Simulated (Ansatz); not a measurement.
System: C11b MoSi2. Method: rVV10 (Ansatz, a first-principles code, plane waves, PAW).

Run with plane-wave cutoff 520 eV, 24×24×24 k mesh, Fermi–Dirac smearing 0.05 eV, no spin polarisation, scalar-relativistic PAW data made under PBE.

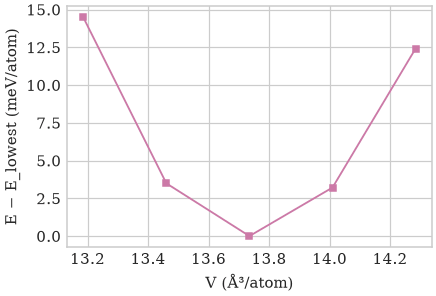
Figure: Total energy against volume

Problem. From the curve, estimate the equilibrium volume and the bulk modulus.

Solution. V0 ≈ 13.7 Å³/atom and B0 ≈ 200 GPa; the fit gives V0 = 13.736 Å³/atom, B0 = 195 GPa, B′ = 4.6.

Shape and atoms are relaxed at each volume.

Measured, for comparison: bulk modulus 222 ± 2 GPa (room temperature, no zero-point or thermal correction, B' = 4; as tabulated in Structural stability of MoSi2 and Mo5Si3 under high pressure, Chin. Phys. B 26 …). Computed (rounded) less measured: bulk modulus -12 %.

Note: the bulk modulus comes from volumes at which shape and atoms were relaxed.

Static lattice: no zero-point or thermal effects.

The result took about 26 core-minutes (a rough figure).
